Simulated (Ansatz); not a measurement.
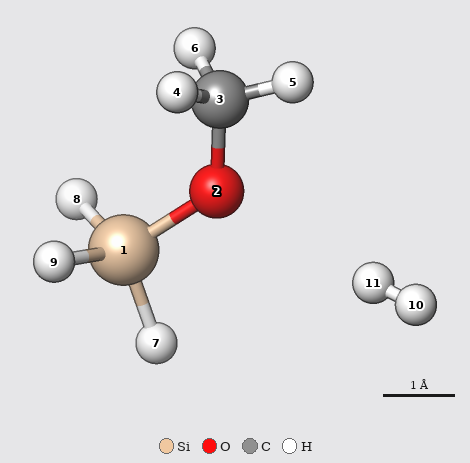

The input geometry (ball-and-stick view, seen at a tilt; atoms are numbered from 1 in the order of the input). Bond lengths as drawn: C–H 1.09 Å, C–O 1.39 Å, H–H 0.75 Å, H–Si 1.47 to 1.48 Å and O–Si 1.65 Å.

# CH$_{8}$OSi: nudged elastic band (part 1 of 2)

CH$_{8}$OSi, computed with RHF/def2-SVP (Ansatz 0.2.0).

It belongs to a series of runs on one base structure; here: band between the two ends. Figures and captions count atoms from 1; the log counts them from 0 in places.

### The input
```yaml
crystal:
  periodic: [false, false, false]
  atoms:
    - { symbol: Si, position_ang: [-0.467755, 0.463258, -0.02527] }
    - { symbol: O, position_ang: [-0.219959, -0.233503, 1.448272] }
    - { symbol: C, position_ang: [-1.12864, -0.356028, 2.498392] }
    - { symbol: H, position_ang: [-2.003517, -0.944731, 2.206247] }
    - { symbol: H, position_ang: [-0.637237, -0.862551, 3.327546] }
    - { symbol: H, position_ang: [-1.47185, 0.622322, 2.848069] }
    - { symbol: H, position_ang: [0.798196, 0.373337, -0.775763] }
    - { symbol: H, position_ang: [-0.868066, 1.884296, 0.129928] }
    - { symbol: H, position_ang: [-1.546852, -0.240604, -0.763186] }
    - { symbol: H, position_ang: [2.170957, -2.701666, 1.92578] }
    - { symbol: H, position_ang: [1.699725, -2.136128, 1.796386] }
basis:
  gaussian: { orbitals: def2-SVP }
hamiltonian:
  xc: hf
neb:
  order_check: false
  images: 7
  f_tol: 0.05
  max_iterations: 60
  final_atoms:
    - { symbol: Si, position_ang: [0.37726835, 0.08817958, -0.63308066] }
    - { symbol: O, position_ang: [-0.01009218, -0.45825346, 2.5083278] }
    - { symbol: C, position_ang: [-1.26941557, -0.69969276, 3.05247106] }
    - { symbol: H, position_ang: [-1.72003779, -1.61758411, 2.6631807] }
    - { symbol: H, position_ang: [-1.23951462, -0.76377191, 4.14411279] }
    - { symbol: H, position_ang: [-1.9140977, 0.13356894, 2.78102175] }
    - { symbol: H, position_ang: [0.57087562, 0.28690601, -2.09283495] }
    - { symbol: H, position_ang: [0.78029843, 1.32513961, 0.06765697] }
    - { symbol: H, position_ang: [-1.05182017, -0.2127822, -0.39303875] }
    - { symbol: H, position_ang: [1.2218425, -1.05289123, -0.2122968] }
    - { symbol: H, position_ang: [0.57969511, -1.16081646, 2.73088109] }
  initial_path:
    images:
      - { positions_ang: [[-0.467755, 0.463258, -0.02527], [-0.219959, -0.233503, 1.448272], [-1.12864, -0.356028, 2.498392], [-2.003517, -0.944731, 2.206247], [-0.637237, -0.862551, 3.327546], [-1.47185, 0.622322, 2.848069], [0.798196, 0.373337, -0.775763], [-0.868066, 1.884296, 0.129928], [-1.546852, -0.240604, -0.763186], [2.170957, -2.701666, 1.92578], [1.699725, -2.136128, 1.796386]] }
      - { positions_ang: [[-0.34981018, 0.37252642, -0.01055404], [-0.15562838, -0.19820343, 1.59974351], [-1.11696917, -0.37549326, 2.58838511], [-1.96201879, -0.94842899, 2.21413749], [-0.66675971, -0.92166947, 3.41686544], [-1.48625861, 0.58908012, 2.95655035], [0.94093711, 0.29276093, -0.7023476], [-0.80230304, 1.75754304, 0.01667461], [-1.35379703, -0.42770436, -0.7088605], [1.83571516, -2.37656076, 1.55293501], [1.44189464, -1.89584825, 1.69287164]] }
      - { positions_ang: [[-0.23186536, 0.28179483, 0.00416192], [-0.09129776, -0.16290386, 1.75121502], [-1.10529834, -0.39495853, 2.67837822], [-1.92052058, -0.95212698, 2.22202798], [-0.69628241, -0.98078794, 3.50618487], [-1.50066723, 0.55583824, 3.06503169], [1.08367822, 0.21218487, -0.6289322], [-0.73654008, 1.63079008, -0.09657879], [-1.16074207, -0.61480471, -0.654535], [1.50047333, -2.05145551, 1.18009002], [1.18406427, -1.6555685, 1.58935728]] }
      - { positions_ang: [[-0.11392054, 0.19106325, 0.01887787], [-0.02696714, -0.12760429, 1.90268653], [-1.0936275, -0.41442379, 2.76837133], [-1.87902236, -0.95582496, 2.22991846], [-0.72580512, -1.03990641, 3.59550431], [-1.51507584, 0.52259635, 3.17351304], [1.22641933, 0.1316088, -0.55551679], [-0.67077712, 1.50403712, -0.20983218], [-0.9676871, -0.80190507, -0.60020951], [1.16523149, -1.72635027, 0.80724503], [0.92623391, -1.41528875, 1.48584292]] }
      - { positions_ang: [[0.00402428, 0.10033167, 0.03359383], [0.03736348, -0.09230472, 2.05415804], [-1.08195667, -0.43388906, 2.85836444], [-1.83752415, -0.95952295, 2.23780895], [-0.75532782, -1.09902488, 3.68482374], [-1.52948445, 0.48935447, 3.28199438], [1.36916044, 0.05103274, -0.48210139], [-0.60501415, 1.37728417, -0.32308557], [-0.77463214, -0.98900543, -0.54588401], [0.82998965, -1.40124502, 0.43440003], [0.66840355, -1.175009, 1.38232856]] }
      - { positions_ang: [[0.0973353, 0.09729365, -0.13307479], [0.02549956, -0.1837919, 2.16770048], [-1.1288214, -0.50033998, 2.90689109], [-1.80815256, -1.12403824, 2.34415189], [-0.87637452, -1.01521163, 3.79964601], [-1.62563777, 0.40040809, 3.15675123], [1.16958923, 0.11000105, -0.88478478], [-0.25868601, 1.36424803, -0.22539994], [-0.84392915, -0.79494962, -0.50767269], [0.92795286, -1.31415657, 0.27272583], [0.64622644, -1.17146086, 1.71946669]] }
      - { positions_ang: [[0.19064632, 0.09425562, -0.29974342], [0.01363565, -0.27527909, 2.28124292], [-1.17568612, -0.56679091, 2.95541775], [-1.77878097, -1.28855353, 2.45049482], [-0.99742122, -0.93139839, 3.91446827], [-1.72179108, 0.31146171, 3.03150807], [0.97001803, 0.16896937, -1.28746817], [0.08764214, 1.35121189, -0.1277143], [-0.91322615, -0.60089382, -0.46946138], [1.02591608, -1.22706813, 0.11105162], [0.62404933, -1.16791273, 2.05660482]] }
      - { positions_ang: [[0.28395733, 0.0912176, -0.46641204], [0.00177174, -0.36676628, 2.39478536], [-1.22255084, -0.63324183, 3.00394441], [-1.74940938, -1.45306882, 2.55683776], [-1.11846792, -0.84758515, 4.02929053], [-1.81794439, 0.22251532, 2.90626491], [0.77044682, 0.22793769, -1.69015156], [0.43397028, 1.33817575, -0.03002867], [-0.98252316, -0.40683801, -0.43125006], [1.12387929, -1.13997968, -0.05062259], [0.60187222, -1.16436459, 2.39374296]] }
      - { positions_ang: [[0.37726835, 0.08817958, -0.63308066], [-0.01009218, -0.45825346, 2.5083278], [-1.26941557, -0.69969276, 3.05247106], [-1.72003779, -1.61758411, 2.6631807], [-1.23951462, -0.76377191, 4.14411279], [-1.9140977, 0.13356894, 2.78102175], [0.57087562, 0.28690601, -2.09283495], [0.78029843, 1.32513961, 0.06765697], [-1.05182017, -0.2127822, -0.39303875], [1.2218425, -1.05289123, -0.2122968], [0.57969511, -1.16081646, 2.73088109]] }
```

Run on 1 thread of Arm Neoverse V1, 24 GiB of memory available, shared host.

Run as:
```bash
ansatz run input.yaml --threads 1 --pin off --max-ram 2048MiB --backend cpu --events-out ev --progress --plain --runs-dir out
```

### The program's output
```
Engine: ansatz 0.2.0, aarch64-unknown-linux-gnu
Functional definition: HF
  exchange = exact_x
  correlation = 0
914 factors; integrals over basis functions are off by at most 5.9e-4 eV
mean field evaluation 1: about -11049.2399 eV, gradient 2.8e1 eV
mean field evaluation 2: about -11049.2905 eV, gradient 2.8e1 eV
mean field evaluation 4: about -11051.2220 eV, gradient 3.2e0 eV
mean field evaluation 8: about -11051.2522 eV, gradient 1.0e-1 eV
mean field -11051.25224751 eV, -406.1260292883 hartree, gradient 2.1e-5 eV, S^2 0.000000; 0 other end points of the search recorded, 0 dependent functions left out
the calculation of the forces begins
reference -11051.25224751 eV, -406.1260292883 hartree; 18, 18 occupied and 68, 68 virtual orbitals, 914 factors
916 factors; integrals over basis functions are off by at most 1.0e-3 eV
mean field evaluation 16: about -11050.8437 eV, gradient 3.1e0 eV
mean field -11050.87613880 eV, -406.1122075479 hartree, gradient 1.4e-5 eV, S^2 0.000000; 0 other end points of the search recorded, 0 dependent functions left out
[... from here on the field's lines of each further geometry are left out, up to the last ...]
NEB iter   1: max|band force component| = 6.375e0 eV/Å  barrier→ = 5.1725 eV  barrier← = 4.7964 eV  Δτ_max = 0.2000 Å  (286 SCF iters)
NEB iter   2: max|band force component| = 2.915e0 eV/Å  barrier→ = 3.1336 eV  barrier← = 2.7574 eV  Δτ_max = 0.2000 Å  (209 SCF iters)
NEB iter   3: max|band force component| = 7.057e0 eV/Å  barrier→ = 2.4355 eV  barrier← = 2.0594 eV  Δτ_max = 0.1004 Å  (206 SCF iters)
NEB iter   4: max|band force component| = 1.448e0 eV/Å  barrier→ = 1.9859 eV  barrier← = 1.6098 eV  Δτ_max = 0.1804 Å  (208 SCF iters)
NEB iter   5: max|band force component| = 6.067e-1 eV/Å  barrier→ = 2.3209 eV  barrier← = 1.9448 eV  Δτ_max = 0.1670 Å  (209 SCF iters)
NEB iter   6: max|band force component| = 1.025e0 eV/Å  barrier→ = 2.1837 eV  barrier← = 1.8076 eV  Δτ_max = 0.0857 Å  (208 SCF iters)
NEB iter   7: max|band force component| = 1.422e0 eV/Å  barrier→ = 2.0647 eV  barrier← = 1.6886 eV  CI = image 4  Δτ_max = 0.1678 Å  (211 SCF iters)
NEB iter   8: max|band force component| = 1.785e0 eV/Å  barrier→ = 2.0114 eV  barrier← = 1.6353 eV  CI = image 4  Δτ_max = 0.1999 Å  (207 SCF iters)
NEB iter   9: max|band force component| = 1.750e0 eV/Å  barrier→ = 2.0109 eV  barrier← = 1.6348 eV  CI = image 4  Δτ_max = 0.2000 Å  (202 SCF iters)
NEB iter  10: max|band force component| = 2.172e0 eV/Å  barrier→ = 2.5029 eV  barrier← = 2.1268 eV  CI = image 4  Δτ_max = 0.1968 Å  (206 SCF iters)
NEB iter  11: max|band force component| = 3.136e0 eV/Å  barrier→ = 3.1573 eV  barrier← = 2.7812 eV  CI = image 4  Δτ_max = 0.2000 Å  (213 SCF iters)
NEB iter  12: max|band force component| = 1.463e0 eV/Å  barrier→ = 2.9076 eV  barrier← = 2.5315 eV  CI = image 4  Δτ_max = 0.1632 Å  (205 SCF iters)
NEB iter  13: max|band force component| = 7.548e-1 eV/Å  barrier→ = 2.8733 eV  barrier← = 2.4972 eV  CI = image 4  Δτ_max = 0.1958 Å  (202 SCF iters)
NEB iter  14: max|band force component| = 6.570e-1 eV/Å  barrier→ = 2.8156 eV  barrier← = 2.4395 eV  CI = image 4  Δτ_max = 0.1180 Å  (201 SCF iters)
NEB iter  15: max|band force component| = 4.316e-1 eV/Å  barrier→ = 2.7777 eV  barrier← = 2.4016 eV  CI = image 4  Δτ_max = 0.0675 Å  (207 SCF iters)
NEB iter  16: max|band force component| = 2.342e-1 eV/Å  barrier→ = 2.7614 eV  barrier← = 2.3852 eV  CI = image 4  Δτ_max = 0.1426 Å  (208 SCF iters)
NEB iter  17: max|band force component| = 2.236e-1 eV/Å  barrier→ = 2.7527 eV  barrier← = 2.3766 eV  CI = image 4  Δτ_max = 0.1315 Å  (204 SCF iters)
NEB iter  18: max|band force component| = 2.790e-1 eV/Å  barrier→ = 2.7501 eV  barrier← = 2.3739 eV  CI = image 4  Δτ_max = 0.0669 Å  (195 SCF iters)
NEB iter  19: max|band force component| = 3.052e-1 eV/Å  barrier→ = 2.7482 eV  barrier← = 2.3721 eV  CI = image 4  Δτ_max = 0.0335 Å  (207 SCF iters)
NEB iter  20: max|band force component| = 2.173e-1 eV/Å  barrier→ = 2.7466 eV  barrier← = 2.3705 eV  CI = image 4  Δτ_max = 0.0335 Å  (207 SCF iters)
NEB iter  21: max|band force component| = 1.620e-1 eV/Å  barrier→ = 2.7451 eV  barrier← = 2.3690 eV  CI = image 4  Δτ_max = 0.0335 Å  (208 SCF iters)
NEB iter  22: max|band force component| = 1.423e-1 eV/Å  barrier→ = 2.7439 eV  barrier← = 2.3678 eV  CI = image 4  Δτ_max = 0.0669 Å  (209 SCF iters)
NEB iter  23: max|band force component| = 1.285e-1 eV/Å  barrier→ = 2.7446 eV  barrier← = 2.3684 eV  CI = image 4  Δτ_max = 0.0670 Å  (206 SCF iters)
NEB iter  24: max|band force component| = 8.609e-2 eV/Å  barrier→ = 2.7426 eV  barrier← = 2.3665 eV  CI = image 4  Δτ_max = 0.0669 Å  (198 SCF iters)
NEB iter  25: max|band force component| = 8.792e-2 eV/Å  barrier→ = 2.7422 eV  barrier← = 2.3661 eV  CI = image 4  Δτ_max = 0.0669 Å  (200 SCF iters)
NEB iter  26: max|band force component| = 8.907e-2 eV/Å  barrier→ = 2.7422 eV  barrier← = 2.3661 eV  CI = image 4  Δτ_max = 0.0604 Å  (183 SCF iters)
NEB iter  27: max|band force component| = 7.194e-2 eV/Å  barrier→ = 2.7421 eV  barrier← = 2.3660 eV  CI = image 4  Δτ_max = 0.0676 Å  (182 SCF iters)
NEB iter  28: max|band force component| = 8.656e-2 eV/Å  barrier→ = 2.7419 eV  barrier← = 2.3658 eV  CI = image 4  Δτ_max = 0.0335 Å  (178 SCF iters)
NEB iter  29: max|band force component| = 5.302e-2 eV/Å  barrier→ = 2.7419 eV  barrier← = 2.3658 eV  CI = image 4  Δτ_max = 0.0335 Å  (180 SCF iters)
the calculation of the forces begins
reference -11050.86485013 eV, -406.1117926972 hartree; 18, 18 occupied and 68, 68 virtual orbitals, 916 factors
917 factors; integrals over basis functions are off by at most 9.6e-4 eV
mean field evaluation 1568: about -11048.5104 eV, gradient 6.1e-4 eV
mean field -11048.51040601 eV, -406.0252684714 hartree, gradient 2.7e-5 eV, S^2 0.000000; 1 other end points of the search recorded, 0 dependent functions left out
the calculation of the forces begins
reference -11048.51040601 eV, -406.0252684714 hartree; 18, 18 occupied and 68, 68 virtual orbitals, 917 factors
NEB iter  30: max|band force component| = 4.422e-2 eV/Å  barrier→ = 2.7418 eV  barrier← = 2.3657 eV  CI = image 4  Δτ_max = 0.0000 Å  (393 SCF iters)
```
